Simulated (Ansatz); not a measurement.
Bond-angle distributions (per cent of the angles at each element, bins of 10°) of a relaxed model of amorphous Ge$_{20}$S$_{40}$Ag$_{12}$ at 3.88 g/cm³. The numbers are results of PBE-D3(BJ), scalar-relativistic without spin-orbit coupling (plane waves to 420 eV, PAW; Ansatz, a program for electronic structure), not measurements.

A CHGNet melt-quench gave the starting glass, which DFT then relaxed. The hot cell started wider than the set density and was brought back towards it in steps. It is the lowest in DFT energy of 3 quenches. It is a model cell: composition and starting density were chosen by hand, and all elements were melted together. The geometry includes D3(BJ) dispersion. Its density started from a set value of 3.56 and ended at 3.88 g/cm³. The quench (nominally 96 K/ps over its main leg) was far faster than any real one, so the model tends to hold more defects than a real film. Values belong to this one cell and scatter from quench to quench. Volume and shape were free in the relaxation. Cycles of charging lowered its energy after that relaxation.

Cut-offs for bonds: Ge-Ge 2.85 Å, Ge-S 2.70 Å, Ge-Ag 3.18 Å, S-S 2.39 Å, S-Ag 3.06 Å, Ag-Ag 3.16 Å.

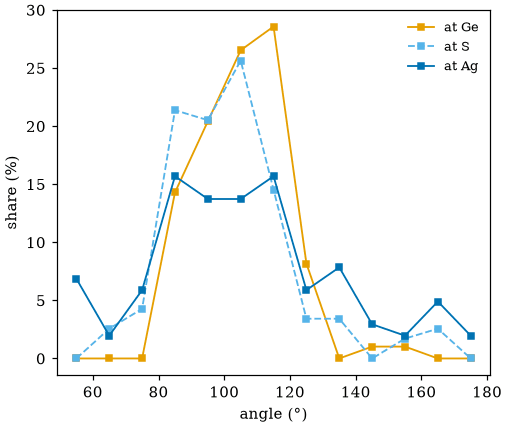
Figure. Bond-angle distributions

They go with these counts of neighbours within the cut-offs, cation contacts included: Ge mean 3.6, most often 4; S mean 2.9, most often 3; Ag mean 4.6, most often 5.
